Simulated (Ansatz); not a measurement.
# C2H4OSi (SMILES O=C=C[SiH3]) at 3 levels

Aim: a comparison of 3 runs (HF/STO-3G, HF/def2-SVP, PBE0/def2-SVP) of C2H4OSi. 

The calculation is run with Ansatz 0.2.0.

4 further runs of the same task are left out: 3 for a known fault of the program, 1 set aside as unsound or not needed.

## (1) Starting point

C2H4OSi: 8 atoms, total charge 0, spin state singlet. As SMILES, `O=C=C[SiH3]`. The shape is that of a PBE0-D4/def2-TZVP optimisation.

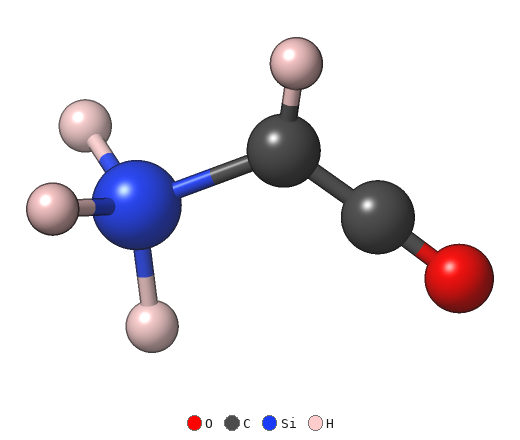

Viewed from a chosen angle; oxygen red, carbon dark grey, silicon blue, hydrogen pink.

## (2) Energy and forces at HF/STO-3G (run 1)

run.yaml

```yaml
crystal:
  periodic: [false, false, false]
  atoms:
    - {symbol: O, position_ang: [1.434400, -1.284900, 1.947200]}
    - {symbol: C, position_ang: [1.186900, -0.644700, 1.017800]}
    - {symbol: C, position_ang: [0.866900, 0.072100, -0.027300]}
    - {symbol: Si, position_ang: [-0.904900, 0.278600, -0.507900]}
    - {symbol: H, position_ang: [1.678700, 0.527300, -0.583100]}
    - {symbol: H, position_ang: [-1.291100, 1.713700, -0.489300]}
    - {symbol: H, position_ang: [-1.142900, -0.245400, -1.878100]}
    - {symbol: H, position_ang: [-1.735900, -0.474000, 0.465000]}
basis:
  gaussian:
    orbitals: STO-3G
hamiltonian:
  xc: hf
accuracy: high
output: {forces: true, orbitals: {seedname: orbitals}}
```

Command:

```sh
ansatz run run.yaml --threads 1 --pin off --max-ram 2610MiB --events-out events.jsonl --progress --plain --runs-dir runs
```

What it wrote:

```text
Warning: RAYON_NUM_THREADS=1 ignored (pool sized by the plan → 1); use --threads N
Functional definition: HF
  name "HF"
  exchange = exact_x
  correlation = 0
545 factors; integrals over basis functions are off by at most 1.5e-8 eV
mean field evaluation 1: about -11875.8849 eV, gradient 2.7e1 eV
mean field evaluation 2: about -11875.9434 eV, gradient 2.7e1 eV
mean field evaluation 4: about -11878.1777 eV, gradient 2.8e0 eV
mean field evaluation 8: about -11878.2252 eV, gradient 1.3e-2 eV
mean field -11878.22305575 eV, -436.5166459500 hartree, gradient 1.3e-8 eV, S^2 0.000000; 0 other end points of the search recorded, 0 dependent functions left out
the calculation of the forces begins
reference -11878.22305575 eV, -436.5166459500 hartree; 19, 19 occupied and 9, 9 virtual orbitals, 545 factors
Total energy: -11878.22305575 eV, -436.5166459500 hartree
Atom 0 at     1.434400    -1.284900     1.947200 Å, force     0.783959    -2.039326     2.960247 eV/Å
Atom 1 at     1.186900    -0.644700     1.017800 Å, force    -0.784442     2.431679    -3.513315 eV/Å
Atom 2 at     0.866900     0.072100    -0.027300 Å, force    -0.068792    -0.236289     0.323676 eV/Å
Atom 3 at    -0.904900     0.278600    -0.507900 Å, force    -1.163781     0.197054    -0.397052 eV/Å
Atom 4 at     1.678700     0.527300    -0.583100 Å, force    -0.317601    -0.164503     0.198920 eV/Å
Atom 5 at    -1.291100     1.713700    -0.489300 Å, force     0.419846    -1.613499     0.007120 eV/Å
Atom 6 at    -1.142900    -0.245400    -1.878100 Å, force     0.255449     0.560307     1.546474 eV/Å
Atom 7 at    -1.735900    -0.474000     0.465000 Å, force     0.875361     0.864576    -1.126071 eV/Å
Dipole moment:    -0.041595     0.102698    -0.149487 e Å
```

Run time: 0.4 s. Hardware: 1 thread of AMD EPYC 9R14 (Zen 4), shared host.

## (3) Energy and gradient at HF/def2-SVP (run 2)

job.yaml

```yaml
crystal:
  periodic: [false, false, false]
  atoms:
    - symbol: O
      position_ang: [1.434400, -1.284900, 1.947200]
    - symbol: C
      position_ang: [1.186900, -0.644700, 1.017800]
    - symbol: C
      position_ang: [0.866900, 0.072100, -0.027300]
    - symbol: Si
      position_ang: [-0.904900, 0.278600, -0.507900]
    - symbol: H
      position_ang: [1.678700, 0.527300, -0.583100]
    - symbol: H
      position_ang: [-1.291100, 1.713700, -0.489300]
    - symbol: H
      position_ang: [-1.142900, -0.245400, -1.878100]
    - symbol: H
      position_ang: [-1.735900, -0.474000, 0.465000]
basis:
  gaussian: {orbitals: def2-SVP}
hamiltonian: {xc: hf}
accuracy: high
output: {forces: true, orbitals: {seedname: orbitals}}
```

Command:

```sh
ansatz run job.yaml --threads 1 --pin off --max-ram 2610MiB --events-out events.jsonl --progress --plain --runs-dir runs
```

What it wrote, shortened:

```text
Warning: RAYON_NUM_THREADS=1 ignored (pool sized by the plan → 1); use --threads N
[... 2 set-up lines as earlier in the session ...]
[...]
1770 factors; integrals over basis functions are off by at most 3.9e-9 eV
[...]
mean field -12017.28806074 eV, -441.6271906218 hartree, gradient 9.1e-9 eV, S^2 0.000000; 0 other end points of the search recorded, 0 dependent functions left out
[...]
reference -12017.28806074 eV, -441.6271906218 hartree; 19, 19 occupied and 61, 61 virtual orbitals, 1770 factors
Total energy: -12017.28806074 eV, -441.6271906218 hartree
Atom 0 at     1.434400    -1.284900     1.947200 Å, force    -0.470626     1.254080    -1.819103 eV/Å
Atom 1 at     1.186900    -0.644700     1.017800 Å, force     0.649642    -1.276432     1.870071 eV/Å
Atom 2 at     0.866900     0.072100    -0.027300 Å, force     0.217602    -0.040003     0.078036 eV/Å
Atom 3 at    -0.904900     0.278600    -0.507900 Å, force    -0.457327     0.116853    -0.209719 eV/Å
Atom 4 at     1.678700     0.527300    -0.583100 Å, force     0.046341    -0.036727     0.057255 eV/Å
Atom 5 at    -1.291100     1.713700    -0.489300 Å, force     0.001100    -0.098168    -0.008228 eV/Å
Atom 6 at    -1.142900    -0.245400    -1.878100 Å, force    -0.009240     0.038979     0.087650 eV/Å
Atom 7 at    -1.735900    -0.474000     0.465000 Å, force     0.022509     0.041418    -0.055963 eV/Å
Dipole moment:     0.031012     0.175170    -0.244016 e Å
```

It took 1.9 s on 1 thread of AMD EPYC 9R14 (Zen 4), shared host; peak memory 0.21 GiB.

## (4) Energy and forces at PBE0/def2-SVP (run 3)

input.yaml

```yaml
crystal:
  periodic: [false, false, false]
  atoms:
    - {symbol: O, position_ang: [1.434400, -1.284900, 1.947200]}
    - {symbol: C, position_ang: [1.186900, -0.644700, 1.017800]}
    - {symbol: C, position_ang: [0.866900, 0.072100, -0.027300]}
    - {symbol: Si, position_ang: [-0.904900, 0.278600, -0.507900]}
    - {symbol: H, position_ang: [1.678700, 0.527300, -0.583100]}
    - {symbol: H, position_ang: [-1.291100, 1.713700, -0.489300]}
    - {symbol: H, position_ang: [-1.142900, -0.245400, -1.878100]}
    - {symbol: H, position_ang: [-1.735900, -0.474000, 0.465000]}
basis:
  gaussian:
    orbitals: def2-SVP
magnetization:
  spin_polarized: false
  initial_magnetization: 0
hamiltonian:
  xc: pbe0
output: {forces: true, orbitals: {seedname: orbitals}}
accuracy: high
```

Command:

```sh
ansatz run input.yaml --threads 1 --pin off --max-ram 2610MiB --events-out events.jsonl --progress --plain --runs-dir runs
```

What it wrote, shortened:

```text
Warning: RAYON_NUM_THREADS=1 ignored (pool sized by the plan → 1); use --threads N
Functional definition: PBE0
  name "PBE0"
[...]
1770 factors; integrals over basis functions are off by at most 3.9e-9 eV
[...]
mean field -12049.21706171 eV, -442.8005597650 hartree, gradient 8.5e-8 eV, S^2 0.000000; 0 other end points of the search recorded, 0 dependent functions left out
[...]
reference -12049.21706393 eV, -442.8005598466 hartree; 19, 19 occupied and 61, 61 virtual orbitals, 1770 factors
Total energy: -12049.21706393 eV, -442.8005598466 hartree
Atom 0 at     1.434400    -1.284900     1.947200 Å, force     0.108142    -0.268877     0.390788 eV/Å
Atom 1 at     1.186900    -0.644700     1.017800 Å, force     0.089955    -0.061768     0.096923 eV/Å
Atom 2 at     0.866900     0.072100    -0.027300 Å, force    -0.200282     0.099641    -0.162991 eV/Å
Atom 3 at    -0.904900     0.278600    -0.507900 Å, force    -0.049687     0.047759    -0.069018 eV/Å
Atom 4 at     1.678700     0.527300    -0.583100 Å, force     0.262578     0.164715    -0.204048 eV/Å
Atom 5 at    -1.291100     1.713700    -0.489300 Å, force    -0.064158     0.148375    -0.000131 eV/Å
Atom 6 at    -1.142900    -0.245400    -1.878100 Å, force    -0.048762    -0.055507    -0.146009 eV/Å
Atom 7 at    -1.735900    -0.474000     0.465000 Å, force    -0.097785    -0.074338     0.094488 eV/Å
Dipole moment:     0.036795     0.142022    -0.196609 e Å
```

Run time: 4.8 s. Hardware: 1 thread of AMD EPYC 9R14 (Zen 4), shared host; peak memory 0.26 GiB.

## (5) Overview of the runs

```csv
run,level,energy (Eh),dipole moment (D),HOMO energy (eV),LUMO energy (eV),wall time
1,HF/STO-3G,-436.516646,0.89,-7.02,7.50,0.4 s
2,HF/def2-SVP,-441.627191,1.45,-10.05,3.41,1.9 s
3,PBE0/def2-SVP,-442.800560,1.18,-7.18,-0.83,4.8 s
```

## (6) Summary of results

```
                       quantity          value
            run 3: total energy  -442.80056 Eh
           run 3: dipole moment         1.18 D
             run 3: HOMO energy       -7.18 eV
             run 3: LUMO energy       -0.83 eV
           run 3: HOMO–LUMO gap        6.35 eV
run 3: largest force on an atom     0.487 eV/Å
```

**Reading.** The dipole moment (its size) runs from 0.89 D (HF/STO-3G) to 1.45 D (HF/def2-SVP). The HOMO–LUMO gap runs from 6.35 eV (PBE0/def2-SVP) to 14.52 eV (HF/STO-3G). The two ends differ in method and basis. In run 1 the basis is minimal, so the values are rough. All runs together took 7.2 s, the longest 4.8 s.
